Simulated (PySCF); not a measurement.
# C2H6B2ClN: NMR shifts at several levels of theory

How much do the NMR shifts of C2H6B2ClN (`C=C(Cl)BBN`) depend on the level of theory, and what does each level cost?

Computed with PySCF 2.14.0, with density-fitted response routines of our own, on a single molecule in the gas phase. Atoms count from 0, in the outputs and in this text.

### Step 1. The starting structure

12 atoms, charge 0, multiplicity 1; geometry from: GFN2-xTB. The atoms were then displaced at random by about 0.01 Å, so the start is not that level's minimum.

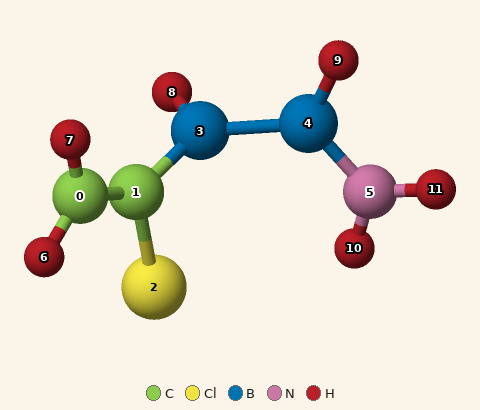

The starting geometry (carbon green, chlorine yellow, boron blue, nitrogen pink, hydrogen red), atoms numbered; sticks join atoms by distance.

### Step 2. Optimising the geometry at PBE0-D3(BJ)/def2-SVP

Job settings and geometry (Å):

```
{"job": {"xc": "PBE0", "basis": "def2-SVP", "d3": "d3bj", "grid": 1, "shake": 0.01, "kind": "geom"}, "charge": 0, "multiplicity": 1}
C      2.103580    -0.076810    -1.081500
C      0.773500    -0.006120    -0.911290
Cl    -0.159070     1.399910    -1.479390
B     -0.398780    -0.743870    -0.312680
B     -0.877110    -0.521700     1.266720
N     -1.503760     0.642560     1.715130
H      2.662460     0.722850    -1.569210
H      2.643150    -0.906260    -0.741640
H     -1.031880    -1.418620    -1.040870
H     -0.667820    -1.336730     2.111570
H     -1.730710     1.409650     1.121800
H     -1.773860     0.806880     2.677050
```

Run with:

```
OMP_NUM_THREADS=1 python probes_run.py task.json out
```

This one command runs all jobs of the session in turn.

Standard output:

```text
step   0  E = -643.80471793  max force = 0.037542
step   1  E = -643.80851845  max force = 0.009481
step   2  E = -643.80901684  max force = 0.005089
step   3  E = -643.80923308  max force = 0.004014
step   4  E = -643.80935880  max force = 0.002914
step   5  E = -643.80942920  max force = 0.002373
step   6  E = -643.80944390  max force = 0.000867
step   7  E = -643.80944723  max force = 0.000386
optimisation converged
```

Run time: 42 s. Hardware: 1 thread of Arm Neoverse V1, shared host; peak memory 0.49 GiB.

Step by step:

```
step  energy from step 0 (eV)  largest force component (eV/Å)
   0                   0.0000                          1.9305
   1                  -0.1034                          0.4875
   2                  -0.1170                          0.2617
   3                  -0.1229                          0.2064
   4                  -0.1263                          0.1498
   5                  -0.1282                          0.1220
   6                  -0.1286                          0.0446
   7                  -0.1287                          0.0198
```

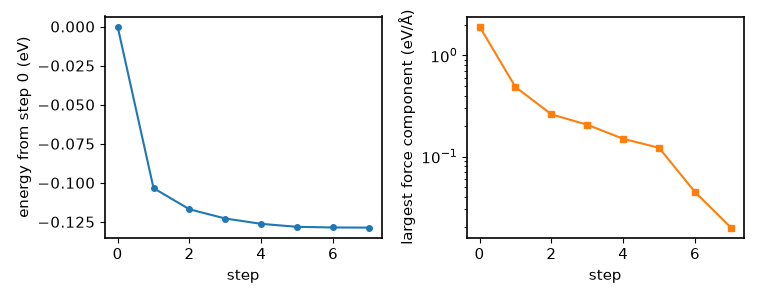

Energy and largest force along the relaxation.

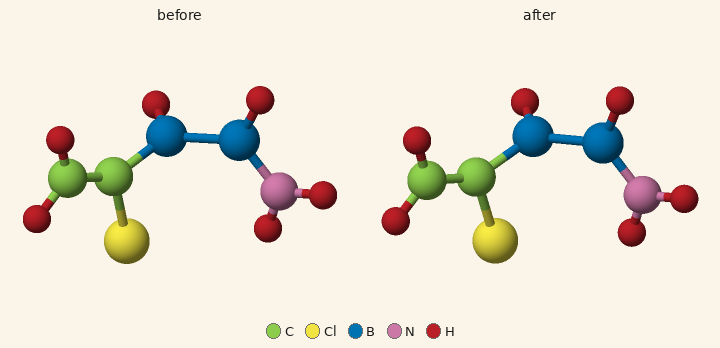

The geometry before (left) and after (right).

Distances of close pairs at the start and the end, largest changes first:

```
  bond  before (Å)  after (Å)  change (Å)
 C0–H7       1.046      1.093      +0.047
 C1–B3       1.509      1.552      +0.043
 B3–H8       1.177      1.213      +0.035
 B3–B4       1.665      1.692      +0.026
 B4–H9       1.192      1.218      +0.025
N5–H10       0.996      1.013      +0.017
 C0–C1       1.343      1.327      -0.016
C1–Cl2       1.780      1.789      +0.009
```

The final coordinates are the input of the step that follows.

```
                         at the end point                value
  point group (found at 0.08 Å tolerance)                   C1
rotational constants (GHz, main isotopes)  4.123, 1.915, 1.493
                        dipole moment (D)                 1.53
```

### Step 3. Nuclear shieldings: PBE0/6-31G*

Job settings and geometry (Å):

```
{"job": {"kind": "nmr", "xc": "PBE0", "basis": "6-31G*", "pop": true}, "charge": 0, "multiplicity": 1}
C      1.979255    -0.062498    -1.276989
C      0.686028    -0.021090    -0.983750
Cl    -0.326096     1.377426    -1.453610
B     -0.478772    -0.759706    -0.272633
B     -0.781017    -0.490450     1.369831
N     -1.326444     0.686376     1.869868
H      2.483715     0.737751    -1.822762
H      2.565030    -0.931248    -0.965185
H     -1.161074    -1.484509    -0.965419
H     -0.499445    -1.363326     2.170755
H     -1.571337     1.470399     1.277482
H     -1.499114     0.848378     2.853570
```

Method: GIAO PBE0/6-31G* NMR shielding, non-relativistic, gas phase.

Standard output:

```text
coarse grid: 10752 points
cycle   1  E = -644.0562346842  dE =  5.047e-01  |g| = 3.961e-01  |ddm| = 3.190e+00
cycle   2  E = -644.0557478199  dE =  4.869e-04  |g| = 4.212e-01  |ddm| = 6.827e-01
cycle   3  E = -644.0953996575  dE = -3.965e-02  |g| = 9.679e-02  |ddm| = 3.585e-01
cycle   4  E = -644.0978944150  dE = -2.495e-03  |g| = 2.320e-02  |ddm| = 1.136e-01
cycle   5  E = -644.0980144876  dE = -1.201e-04  |g| = 1.122e-02  |ddm| = 3.070e-02
cycle   6  E = -644.0980446609  dE = -3.017e-05  |g| = 2.142e-03  |ddm| = 1.107e-02
cycle   7  E = -644.0980458781  dE = -1.217e-06  |g| = 4.402e-04  |ddm| = 2.506e-03
final grid: 99808 points
cycle   8  E = -644.0491135996  dE = -1.880e-05  |g| = 6.900e-03  |ddm| = 1.807e-02
cycle   9  E = -644.0491081687  dE =  5.431e-06  |g| = 8.618e-03  |ddm| = 1.434e-02
cycle  10  E = -644.0491259015  dE = -1.773e-05  |g| = 1.006e-03  |ddm| = 7.873e-03
cycle  11  E = -644.0491261734  dE = -2.719e-07  |g| = 1.874e-04  |ddm| = 1.054e-03
cycle  12  E = -644.0491261805  dE = -7.141e-09  |g| = 8.520e-05  |ddm| = 2.438e-04
cycle  13  E = -644.0491261825  dE = -2.011e-09  |g| = 2.297e-05  |ddm| = 1.043e-04
cycle  14  E = -644.0491261827  dE = -1.171e-10  |g| = 1.013e-05  |ddm| = 3.376e-05
converged SCF energy = -644.0491261827

GIAO shielding tensors (ppm)
atom      isotropic    diamagn.    paramagn.     s11        s22        s33       span
  0 C       89.116     259.804    -170.688     -5.006    103.819    168.535    173.541
  1 C       49.109     256.197    -207.088    -45.635     80.781    112.182    157.817
  2 Cl     856.724    1147.817    -291.093    613.877    962.592    993.703    379.826
  3 B       53.707     198.488    -144.781    -32.231     54.187    139.165    171.396
  4 B       72.964     197.592    -124.629     27.339     57.293    134.259    106.920
  5 N      160.099     318.969    -158.870     68.316    181.977    230.004    161.688
  6 H       26.647      30.084      -3.437     23.284     25.023     31.634      8.351
  7 H       26.604      31.017      -4.413     24.579     25.211     30.021      5.442
  8 H       24.938      29.221      -4.284     20.282     25.312     29.218      8.936
  9 H       26.226      29.439      -3.214     24.859     25.972     27.846      2.987
 10 H       28.083      30.234      -2.152     22.909     28.875     32.464      9.555
 11 H       27.991      27.875       0.115     23.752     24.913     35.306     11.554
```

Run time: 9.2 s. Hardware: 1 thread of Arm Neoverse V1, shared host; peak memory 0.56 GiB.

The references, computed at this level on geometries of the same kind, shield at (ppm): ¹H TMS 31.96, ¹³C TMS 194.1, ¹⁵N NH3 259.4, ¹¹B BF3·OEt2 112.3, ³⁵Cl HCl 930. Their shielding less the atom's gives the shift. The references are single molecules in the gas phase, so shifts against H2O, NH3, PH3, H3PO4 or CFCl3 are not on the usual liquid scales and can be off by tens of ppm. Atoms listed in one row are averaged.

```
   atoms                                   environment  σ (ppm)  δ (ppm)
      C1  fully substituted alkene carbon bonded to Cl     49.1    145.0
      C0                          terminal =CH2 carbon     89.1    105.0
      H8            hydrogen on a boron bonded to C, B    24.94     7.03
      H9            hydrogen on a boron bonded to B, N    26.23     5.74
      H7            hydrogen on a terminal =CH2 carbon    26.60     5.36
      H6            hydrogen on a terminal =CH2 carbon    26.65     5.32
H10, H11            hydrogen on a nitrogen bonded to B    28.04     3.93
     Cl2                          chlorine bonded to C      857       73
      B3                       boron bonded to C, B, H     53.7     58.5
      B4                       boron bonded to B, N, H     73.0     39.3
      N5                     nitrogen bonded to B, 2 H    160.1     99.3
```

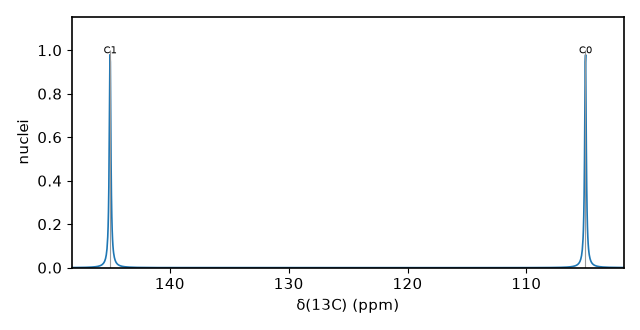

¹³C lines at the computed shifts, without couplings. Lines are broadened to a width of 0.16 ppm (Lorentzian).

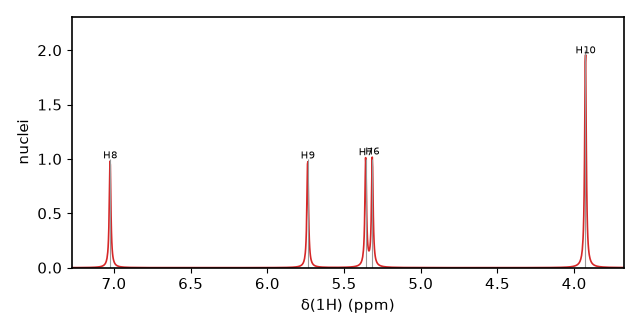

¹H lines at the computed shifts, without couplings. Lines are broadened to a width of 0.01 ppm (Lorentzian).

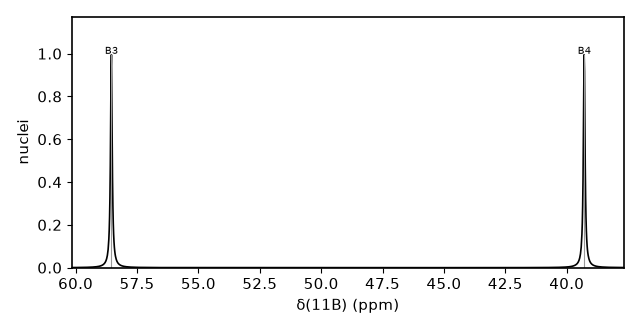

¹¹B lines at the computed shifts, without couplings. Lines are broadened to a width of 0.08 ppm (Lorentzian).

Charges from the same density, by scheme (e):

```
atoms  Mulliken    IAO  Hirshfeld  ESP fit
   C0     -0.42  -0.33      -0.11    -0.54
   C1     -0.11  -0.06      -0.02     0.06
  Cl2     -0.03  -0.02      -0.03    -0.08
   B3      0.05   0.01       0.08     0.16
   B4      0.18   0.01       0.05     0.22
   N5     -0.76  -0.51      -0.21    -0.89
```

ESP fit charges:

```
atom  value (e)
  C0      -0.54
  C1       0.06
 Cl2      -0.08
  B3       0.16
  B4       0.22
  N5      -0.89
  H6       0.23
  H7       0.23
  H8      -0.09
  H9      -0.09
 H10       0.38
 H11       0.41
```

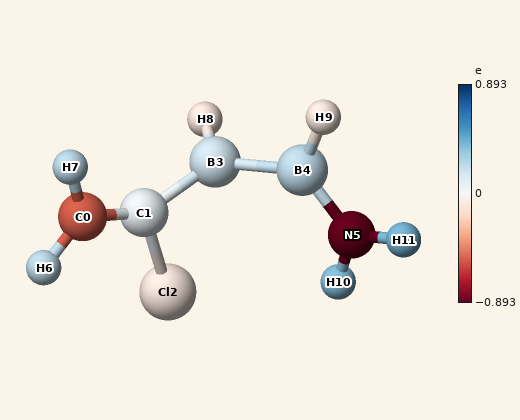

ESP fit charges, as colours on the atoms.

Mayer bond orders: C0–C1 1.93, C1–Cl2 0.94, C1–B3 1.00, B3–B4 1.00, B4–N5 1.39.

### Step 4. NMR shieldings: PBE0/6-311+G(2d,p)

Settings changed since step 3:

```diff
@@ -1,2 +1,2 @@
-{"job": {"kind": "nmr", "xc": "PBE0", "basis": "6-31G*", "pop": true}, "charge": 0, "multiplicity": 1}
+{"job": {"kind": "nmr", "xc": "PBE0", "basis": "6-311+G(2d,p)", "pop": true}, "charge": 0, "multiplicity": 1}
 C      1.979255    -0.062498    -1.276989
```

Level: GIAO PBE0/6-311+G(2d,p) NMR shielding, non-relativistic, gas phase.

Standard output:

```text
coarse grid: 10752 points
cycle   1  E = -644.1067098539  dE =  4.736e-01  |g| = 4.056e-01  |ddm| = 3.585e+00
cycle   2  E = -644.0999455602  dE =  6.764e-03  |g| = 4.560e-01  |ddm| = 1.329e+00
cycle   3  E = -644.1453945323  dE = -4.545e-02  |g| = 9.235e-02  |ddm| = 3.958e-01
cycle   4  E = -644.1473316584  dE = -1.937e-03  |g| = 3.527e-02  |ddm| = 1.276e-01
cycle   5  E = -644.1476408670  dE = -3.092e-04  |g| = 1.298e-02  |ddm| = 6.423e-02
cycle   6  E = -644.1476799426  dE = -3.908e-05  |g| = 2.256e-03  |ddm| = 1.968e-02
cycle   7  E = -644.1476810971  dE = -1.154e-06  |g| = 7.908e-04  |ddm| = 3.463e-03
final grid: 99808 points
cycle   8  E = -644.1455426594  dE = -3.845e-05  |g| = 6.673e-03  |ddm| = 6.293e-02
cycle   9  E = -644.1455375287  dE =  5.131e-06  |g| = 8.227e-03  |ddm| = 1.636e-02
cycle  10  E = -644.1455529740  dE = -1.545e-05  |g| = 1.103e-03  |ddm| = 9.839e-03
cycle  11  E = -644.1455532573  dE = -2.833e-07  |g| = 2.091e-04  |ddm| = 1.443e-03
cycle  12  E = -644.1455532655  dE = -8.173e-09  |g| = 9.226e-05  |ddm| = 2.677e-04
cycle  13  E = -644.1455532676  dE = -2.083e-09  |g| = 3.157e-05  |ddm| = 1.370e-04
cycle  14  E = -644.1455532678  dE = -2.515e-10  |g| = 8.755e-06  |ddm| = 6.746e-05
converged SCF energy = -644.1455532678

GIAO shielding tensors (ppm)
atom      isotropic    diamagn.    paramagn.     s11        s22        s33       span
  0 C       75.360     258.446    -183.085    -28.430     93.212    161.299    189.730
  1 C       28.168     260.791    -232.622    -81.181     65.182    100.504    181.685
  2 Cl     815.438    1145.128    -329.690    543.347    934.078    968.888    425.540
  3 B       42.180     187.260    -145.081    -46.522     42.122    130.939    177.460
  4 B       57.955     195.080    -137.125      8.630     41.783    123.451    114.821
  5 N      148.624     318.070    -169.446     47.309    174.125    224.439    177.130
  6 H       25.930      30.715      -4.785     22.630     24.316     30.844      8.213
  7 H       26.146      31.775      -5.629     24.007     24.992     29.439      5.432
  8 H       24.508      27.939      -3.431     19.643     25.362     28.519      8.876
  9 H       25.751      29.897      -4.145     23.929     26.019     27.306      3.377
 10 H       27.324      32.156      -4.832     22.328     28.215     31.429      9.101
 11 H       27.349      29.305      -1.956     23.057     24.616     34.376     11.319
```

It took 27 s on 1 thread of Arm Neoverse V1, shared host; peak memory 0.94 GiB.

In short: δ C1 158.3, C0 111.1, Cl2 133, B3 60.2, H8 7.00, H9 5.76 ppm.

### Step 5. Nuclear shieldings: PBE0/def2-SVP

Settings changed since step 4:

```diff
@@ -1,2 +1,2 @@
-{"job": {"kind": "nmr", "xc": "PBE0", "basis": "6-311+G(2d,p)", "pop": true}, "charge": 0, "multiplicity": 1}
+{"job": {"kind": "nmr", "xc": "PBE0", "basis": "def2-SVP", "pop": true}, "charge": 0, "multiplicity": 1}
 C      1.979255    -0.062498    -1.276989
```

Method: GIAO PBE0/def2-SVP NMR shielding, non-relativistic, gas phase.

Standard output:

```text
coarse grid: 10752 points
cycle   1  E = -643.6943651658  dE =  4.499e-01  |g| = 3.717e-01  |ddm| = 3.612e+00
cycle   2  E = -643.6906561169  dE =  3.709e-03  |g| = 4.143e-01  |ddm| = 7.240e-01
cycle   3  E = -643.7291244944  dE = -3.847e-02  |g| = 9.140e-02  |ddm| = 3.760e-01
cycle   4  E = -643.7313454317  dE = -2.221e-03  |g| = 2.387e-02  |ddm| = 1.164e-01
cycle   5  E = -643.7314780534  dE = -1.326e-04  |g| = 1.112e-02  |ddm| = 3.451e-02
cycle   6  E = -643.7315074828  dE = -2.943e-05  |g| = 2.107e-03  |ddm| = 1.231e-02
cycle   7  E = -643.7315086618  dE = -1.179e-06  |g| = 4.906e-04  |ddm| = 2.800e-03
final grid: 99808 points
cycle   8  E = -643.8004806851  dE = -2.046e-05  |g| = 6.350e-03  |ddm| = 2.205e-02
cycle   9  E = -643.8004757477  dE =  4.937e-06  |g| = 7.982e-03  |ddm| = 1.352e-02
cycle  10  E = -643.8004909818  dE = -1.523e-05  |g| = 9.473e-04  |ddm| = 7.478e-03
cycle  11  E = -643.8004912176  dE = -2.358e-07  |g| = 1.644e-04  |ddm| = 1.082e-03
cycle  12  E = -643.8004912230  dE = -5.445e-09  |g| = 7.886e-05  |ddm| = 2.418e-04
cycle  13  E = -643.8004912247  dE = -1.705e-09  |g| = 2.174e-05  |ddm| = 1.076e-04
cycle  14  E = -643.8004912248  dE = -1.139e-10  |g| = 9.073e-06  |ddm| = 3.209e-05
converged SCF energy = -643.8004912248

GIAO shielding tensors (ppm)
atom      isotropic    diamagn.    paramagn.     s11        s22        s33       span
  0 C       88.253     253.823    -165.571     -8.207    101.154    171.811    180.018
  1 C       42.025     255.955    -213.930    -58.237     71.421    112.891    171.128
  2 Cl     858.649    1147.398    -288.748    611.412    964.792    999.744    388.331
  3 B       50.004     199.134    -149.129    -38.807     49.805    139.015    177.822
  4 B       68.803     200.965    -132.162     19.441     52.602    134.368    114.927
  5 N      161.252     305.913    -144.661     63.444    182.882    237.430    173.986
  6 H       26.046      29.935      -3.889     22.562     24.367     31.209      8.647
  7 H       26.108      31.029      -4.921     24.057     24.744     29.522      5.465
  8 H       24.417      29.579      -5.162     19.540     25.040     28.671      9.131
  9 H       25.707      29.992      -4.284     24.266     25.609     27.247      2.980
 10 H       27.253      30.991      -3.738     21.997     28.134     31.628      9.631
 11 H       27.140      27.697      -0.558     22.810     24.103     34.506     11.695
```

Run time: 11 s. Hardware: 1 thread of Arm Neoverse V1, shared host; peak memory 0.63 GiB.

Key values: δ C1 151.7, C0 105.5, Cl2 110, B3 60.7, H8 6.92, H9 5.63 ppm.

### Step 6. Shielding tensors: PBE0/def2-TZVP

Settings changed since step 5:

```diff
@@ -1,2 +1,2 @@
-{"job": {"kind": "nmr", "xc": "PBE0", "basis": "def2-SVP", "pop": true}, "charge": 0, "multiplicity": 1}
+{"job": {"kind": "nmr", "xc": "PBE0", "basis": "def2-TZVP", "pop": true}, "charge": 0, "multiplicity": 1}
 C      1.979255    -0.062498    -1.276989
```

With the program's defaults for keys left out, this is: GIAO PBE0/def2-TZVP NMR shielding, non-relativistic, gas phase.

Standard output:

```text
coarse grid: 10752 points
cycle   1  E = -644.1287509694  dE =  4.846e-01  |g| = 4.085e-01  |ddm| = 2.569e+00
cycle   2  E = -644.1229614611  dE =  5.790e-03  |g| = 4.587e-01  |ddm| = 6.712e-01
cycle   3  E = -644.1687504076  dE = -4.579e-02  |g| = 9.075e-02  |ddm| = 3.407e-01
cycle   4  E = -644.1706586487  dE = -1.908e-03  |g| = 3.318e-02  |ddm| = 9.433e-02
cycle   5  E = -644.1709219137  dE = -2.633e-04  |g| = 1.295e-02  |ddm| = 2.996e-02
cycle   6  E = -644.1709602921  dE = -3.838e-05  |g| = 2.405e-03  |ddm| = 9.617e-03
cycle   7  E = -644.1709615701  dE = -1.278e-06  |g| = 8.203e-04  |ddm| = 2.431e-03
final grid: 99808 points
cycle   8  E = -644.1601094018  dE = -4.568e-05  |g| = 7.048e-03  |ddm| = 4.970e-02
cycle   9  E = -644.1601042816  dE =  5.120e-06  |g| = 8.429e-03  |ddm| = 1.132e-02
cycle  10  E = -644.1601201950  dE = -1.591e-05  |g| = 1.265e-03  |ddm| = 5.913e-03
cycle  11  E = -644.1601205374  dE = -3.424e-07  |g| = 2.281e-04  |ddm| = 1.006e-03
cycle  12  E = -644.1601205475  dE = -1.004e-08  |g| = 9.580e-05  |ddm| = 2.116e-04
cycle  13  E = -644.1601205496  dE = -2.141e-09  |g| = 3.507e-05  |ddm| = 9.543e-05
cycle  14  E = -644.1601205499  dE = -3.158e-10  |g| = 8.819e-06  |ddm| = 3.015e-05
converged SCF energy = -644.1601205499

GIAO shielding tensors (ppm)
atom      isotropic    diamagn.    paramagn.     s11        s22        s33       span
  0 C       74.494     256.421    -181.926    -30.131     92.605    161.009    191.140
  1 C       26.207     250.276    -224.068    -84.140     62.065    100.697    184.837
  2 Cl     802.885    1146.662    -343.777    521.628    924.878    962.149    440.521
  3 B       41.059     197.759    -156.700    -48.901     40.865    131.212    180.113
  4 B       57.592     196.235    -138.643      7.757     41.008    124.013    116.256
  5 N      149.964     315.843    -165.879     49.611    174.962    225.319    175.708
  6 H       25.910      29.580      -3.670     22.509     24.359     30.861      8.352
  7 H       26.089      30.829      -4.740     23.923     24.938     29.406      5.483
  8 H       24.484      29.487      -5.002     19.538     25.369     28.546      9.008
  9 H       25.728      29.763      -4.035     23.849     26.030     27.304      3.455
 10 H       27.320      31.486      -4.166     22.309     28.204     31.448      9.139
 11 H       27.301      28.254      -0.953     23.033     24.527     34.343     11.310
```

It took 29 s on 1 thread of Arm Neoverse V1, shared host; peak memory 0.93 GiB.

This run: δ C1 160.4, C0 112.2, Cl2 130, B3 61.6, H8 7.00, H9 5.75 ppm.

### Step 7. Shielding tensors: PBE0/cc-pVDZ

Settings changed since step 6:

```diff
@@ -1,2 +1,2 @@
-{"job": {"kind": "nmr", "xc": "PBE0", "basis": "def2-TZVP", "pop": true}, "charge": 0, "multiplicity": 1}
+{"job": {"kind": "nmr", "xc": "PBE0", "basis": "cc-pVDZ", "pop": true}, "charge": 0, "multiplicity": 1}
 C      1.979255    -0.062498    -1.276989
```

Method: GIAO PBE0/cc-pVDZ NMR shielding, non-relativistic, gas phase.

Standard output:

```text
coarse grid: 10752 points
cycle   1  E = -644.0373700691  dE =  5.302e-01  |g| = 3.789e-01  |ddm| = 6.495e+00
cycle   2  E = -644.0335632786  dE =  3.807e-03  |g| = 4.227e-01  |ddm| = 1.445e+00
cycle   3  E = -644.0734062659  dE = -3.984e-02  |g| = 9.190e-02  |ddm| = 6.808e-01
cycle   4  E = -644.0756711040  dE = -2.265e-03  |g| = 2.332e-02  |ddm| = 1.803e-01
cycle   5  E = -644.0757942773  dE = -1.232e-04  |g| = 1.135e-02  |ddm| = 4.945e-02
cycle   6  E = -644.0758252348  dE = -3.096e-05  |g| = 2.129e-03  |ddm| = 1.806e-02
cycle   7  E = -644.0758264504  dE = -1.216e-06  |g| = 4.878e-04  |ddm| = 4.330e-03
final grid: 99808 points
cycle   8  E = -644.0942350664  dE = -1.961e-05  |g| = 6.958e-03  |ddm| = 5.301e-02
cycle   9  E = -644.0942288045  dE =  6.262e-06  |g| = 8.811e-03  |ddm| = 2.656e-02
cycle  10  E = -644.0942476721  dE = -1.887e-05  |g| = 1.055e-03  |ddm| = 1.383e-02
cycle  11  E = -644.0942479658  dE = -2.937e-07  |g| = 2.076e-04  |ddm| = 2.129e-03
cycle  12  E = -644.0942479750  dE = -9.168e-09  |g| = 9.249e-05  |ddm| = 4.383e-04
cycle  13  E = -644.0942479774  dE = -2.354e-09  |g| = 2.388e-05  |ddm| = 1.771e-04
cycle  14  E = -644.0942479775  dE = -1.323e-10  |g| = 1.001e-05  |ddm| = 4.445e-05
converged SCF energy = -644.0942479775

GIAO shielding tensors (ppm)
atom      isotropic    diamagn.    paramagn.     s11        s22        s33       span
  0 C       89.663     257.034    -167.371     -8.732    105.131    172.589    181.321
  1 C       43.915     253.347    -209.432    -54.403     74.833    111.315    165.718
  2 Cl     852.707    1148.536    -295.829    610.275    958.604    989.242    378.967
  3 B       51.981     199.642    -147.661    -35.457     52.392    139.009    174.466
  4 B       70.900     203.632    -132.732     23.007     55.649    134.043    111.036
  5 N      162.417     303.491    -141.073     63.914    184.820    238.518    174.604
  6 H       25.896      30.079      -4.184     22.431     24.248     31.008      8.577
  7 H       25.954      31.332      -5.378     23.859     24.675     29.327      5.468
  8 H       24.271      29.316      -5.045     19.484     25.006     28.323      8.839
  9 H       25.695      30.051      -4.356     24.243     25.729     27.115      2.872
 10 H       27.129      30.701      -3.572     22.081     27.989     31.315      9.234
 11 H       27.012      27.630      -0.618     22.773     24.114     34.150     11.377
```

Run time: 11 s. Hardware: 1 thread of Arm Neoverse V1, shared host; peak memory 0.67 GiB.

This run: δ C1 152.8, C0 107.1, Cl2 108, B3 61.8, H8 7.02, H9 5.59 ppm.

[end of part 1 of 2]
